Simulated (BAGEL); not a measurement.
**UHF/cc-pVDZ (density fitting with qzvpp-jkfit) run of SiBrClF (SMILES F[Si](Cl)Br)**

Aim: the vertical doublet–quartet gap of SiBrClF at UHF/cc-pVDZ (density fitting with qzvpp-jkfit), from 2 runs. 

The calculation is run with BAGEL 1.2.2.

1 further run of the same task is left out (it didn't finish). Runs told in other sessions of the task aren't counted.

### Step 1. Starting point

SiBrClF has 4 atoms, charge 0, and is taken as a doublet. As SMILES, `F[Si](Cl)Br`. Geometry: relaxed at PBE0-D4/def2-TZVP.

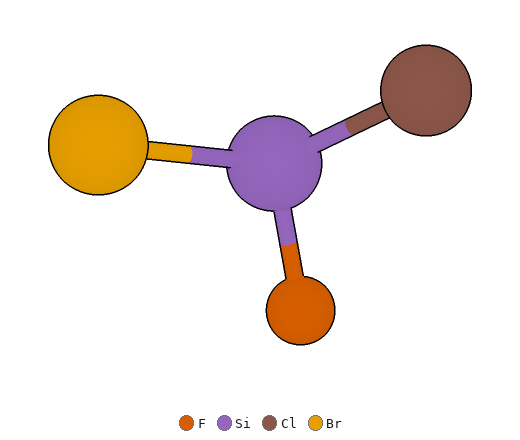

The structure, seen from a chosen angle (fluorine orange, silicon purple, chlorine brown, bromine amber).

### Step 2. A single-point energy at UHF/cc-pVDZ (density fitting with qzvpp-jkfit)

The input, input.json:

```json
{ "bagel": [

{
  "title": "molecule",
  "basis": "cc-pvdz.json",
  "df_basis": "qzvpp-jkfit",
  "angstrom": true,
  "geometry": [
    { "atom": "F", "xyz": [   -0.532200,    0.674200,   -1.342900 ] },
    { "atom": "Si", "xyz": [   -0.280900,   -0.390800,   -0.189900 ] },
    { "atom": "Cl", "xyz": [   -1.027100,    0.388000,    1.541900 ] },
    { "atom": "Br", "xyz": [    1.895700,   -0.731700,   -0.029400 ] }
  ]
},
{
  "title": "uhf",
  "nopen": 1
},
{
  "title": "print",
  "file": "orbitals.molden",
  "orbitals": true
}

]}
```

The basis set cc-pVDZ is read from a file made from the Basis Set Exchange's data (not shown).

Run with:

```sh
$ BAGEL_NUM_THREADS=1 BAGEL input.json > input.out
```

The program printed:

```text
* using 1 threads per process

  ===============================================================
  ===============================================================

  *** Geometry ***

  { "atom" : "F", "xyz" : [     -1.005712,      1.274053,     -2.537713 ] },
  { "atom" : "Si", "xyz" : [     -0.530824,     -0.738505,     -0.358859 ] },
  { "atom" : "Cl", "xyz" : [     -1.940938,      0.733214,      2.913769 ] },
  { "atom" : "Br", "xyz" : [      3.582354,     -1.382713,     -0.055558 ] },

  Number of auxiliary basis functions:      599

  Since a DF basis is specified, we compute 2- and 3-index integrals:
    o Being stored without compression. Storage requirement is 0.028 GB

  Number of basis functions:       77
  Number of electrons      :       75

    * METHOD: MOLECULE                             0.39

  *** Open-shell HF ***

  === Nuclear Repulsion ===
   392.3026743078

      * DIIS with orbital gradients will be used.

  === UHF iteration (cc-pvdz.json) ===
      0      -3420.23383048          0.02180647           0.32
      1      -3420.32345066          0.01619598           0.32
      2      -3420.35697882          0.00993413           0.31
      3      -3420.37780572          0.00090480           0.33
      4      -3420.37875111          0.00028565           0.32
      5      -3420.37886032          0.00010032           0.32
      6      -3420.37888348          0.00003539           0.32
      7      -3420.37888909          0.00001642           0.31
      8      -3420.37889038          0.00000719           0.31
      9      -3420.37889073          0.00000315           0.31
     10      -3420.37889076          0.00000145           0.31
     11      -3420.37889077          0.00000054           0.31
     12      -3420.37889077          0.00000026           0.31
     13      -3420.37889077          0.00000013           0.30
     14      -3420.37889077          0.00000005           0.31
     15      -3420.37889077          0.00000002           0.30
     16      -3420.37889077          0.00000001           0.30
     17      -3420.37889077          0.00000001           0.30
    * SCF iteration converged.

    * S^2 (UHF) is 0.7552

    * Permanent dipole moment:
           (    0.151694,     0.492973,    -0.011260) a.u.

    * METHOD: UHF                                  5.93

    * METHOD: PRINT                                0.02

  ===============================================================
```

Run time: 6.6 s. Hardware: 1 thread of Arm Neoverse V1, shared host; peak memory 0.14 GiB.

### Step 3. The quartet, same level

The input, input.json:

```json
{ "bagel" : [

{
  "title" : "molecule",
  "basis" : "cc-pvdz.json",
  "df_basis" : "qzvpp-jkfit",
  "angstrom" : "true",
  "geometry" : [
    { "atom" : "F", "xyz" : [   -0.532200,    0.674200,   -1.342900 ] },
    { "atom" : "Si", "xyz" : [   -0.280900,   -0.390800,   -0.189900 ] },
    { "atom" : "Cl", "xyz" : [   -1.027100,    0.388000,    1.541900 ] },
    { "atom" : "Br", "xyz" : [    1.895700,   -0.731700,   -0.029400 ] }
  ]
},
{ "title" : "uhf", "nopen" : 3 },
{ "title" : "print", "file" : "orbitals.molden", "orbitals" : "true" }

]}
```

The basis set cc-pVDZ is read from a file made from the Basis Set Exchange's data (not shown).

Run with:

```sh
$ BAGEL_NUM_THREADS=1 BAGEL input.json > input.out
```

The program printed:

```text
* using 1 threads per process

  ===============================================================
  ===============================================================

  *** Geometry ***

  { "atom" : "F", "xyz" : [     -1.005712,      1.274053,     -2.537713 ] },
  { "atom" : "Si", "xyz" : [     -0.530824,     -0.738505,     -0.358859 ] },
  { "atom" : "Cl", "xyz" : [     -1.940938,      0.733214,      2.913769 ] },
  { "atom" : "Br", "xyz" : [      3.582354,     -1.382713,     -0.055558 ] },

  Number of auxiliary basis functions:      599

  Since a DF basis is specified, we compute 2- and 3-index integrals:
    o Being stored without compression. Storage requirement is 0.028 GB

  Number of basis functions:       77
  Number of electrons      :       75

    * METHOD: MOLECULE                             0.40

  *** Open-shell HF ***

  === Nuclear Repulsion ===
   392.3026743078

      * DIIS with orbital gradients will be used.

  === UHF iteration (cc-pvdz.json) ===
      0      -3419.88491020          0.02399201           0.32
      1      -3420.01032771          0.01837502           0.30
      2      -3420.06220415          0.01089012           0.31
      3      -3420.09242438          0.00156474           0.32
      4      -3420.09741275          0.00101221           0.31
      5      -3420.09983796          0.00068262           0.30
      6      -3420.10204324          0.00047562           0.31
      7      -3420.10347876          0.00034202           0.32
      8      -3420.10454008          0.00018483           0.32
      9      -3420.10479689          0.00012902           0.31
     10      -3420.10493558          0.00009798           0.31
     11      -3420.10501424          0.00008116           0.32
     12      -3420.10508492          0.00005915           0.32
     13      -3420.10513773          0.00003262           0.30
     14      -3420.10514664          0.00001754           0.30
     15      -3420.10514833          0.00001007           0.32
     16      -3420.10514862          0.00000888           0.32
     17      -3420.10514874          0.00000843           0.31
     18      -3420.10514898          0.00000805           0.30
     19      -3420.10514930          0.00000763           0.32
     20      -3420.10514969          0.00000726           0.31
     21      -3420.10515015          0.00000687           0.31
     22      -3420.10515083          0.00000621           0.32
     23      -3420.10515167          0.00000493           0.32
     24      -3420.10515216          0.00000412           0.32
     25      -3420.10515236          0.00000359           0.31
     26      -3420.10515248          0.00000309           0.32
     27      -3420.10515257          0.00000263           0.31
     28      -3420.10515270          0.00000151           0.30
     29      -3420.10515274          0.00000087           0.31
     30      -3420.10515274          0.00000077           0.31
     31      -3420.10515275          0.00000074           0.31
     32      -3420.10515275          0.00000071           0.31
     33      -3420.10515275          0.00000068           0.31
     34      -3420.10515275          0.00000065           0.31
     35      -3420.10515275          0.00000064           0.30
     36      -3420.10515275          0.00000062           0.30
     37      -3420.10515276          0.00000058           0.32
     38      -3420.10515276          0.00000053           0.32
     39      -3420.10515277          0.00000046           0.32
     40      -3420.10515277          0.00000037           0.31
     41      -3420.10515277          0.00000031           0.32
     42      -3420.10515277          0.00000025           0.32
     43      -3420.10515277          0.00000020           0.32
     44      -3420.10515277          0.00000016           0.32
     45      -3420.10515278          0.00000012           0.32
     46      -3420.10515278          0.00000010           0.32
     47      -3420.10515278          0.00000007           0.31
     48      -3420.10515278          0.00000004           0.32
     49      -3420.10515278          0.00000003           0.32
     50      -3420.10515278          0.00000003           0.32
     51      -3420.10515278          0.00000002           0.32
     52      -3420.10515278          0.00000002           0.30
     53      -3420.10515278          0.00000001           0.30
     54      -3420.10515278          0.00000001           0.32
     55      -3420.10515278          0.00000001           0.31
     56      -3420.10515278          0.00000001           0.31
    * SCF iteration converged.

    * S^2 (UHF) is 3.7634

    * Permanent dipole moment:
           (   -1.506633,     0.889916,     0.217402) a.u.

    * METHOD: UHF                                 18.15

    * METHOD: PRINT                                0.02

  ===============================================================
```

Wall time 19 s (1 thread of Arm Neoverse V1, shared host); peak memory 0.14 GiB.

### Step 4. Outcome

At UHF/cc-pVDZ (density fitting with qzvpp-jkfit):

| quantity | value |
| --- | --- |
| doublet: total energy | -3420.37889 Eh |
| doublet: dipole moment | 1.31 D |
| doublet: ⟨S²⟩ | 0.755 |
| quartet: total energy | -3420.10515 Eh |
| quartet: dipole moment | 4.48 D |
| quartet: ⟨S²⟩ | 3.763 |
| vertical energy of the quartet above the doublet | 7.449 eV |

At this shape the quartet lies 7.45 eV (172 kcal/mol) above the doublet.
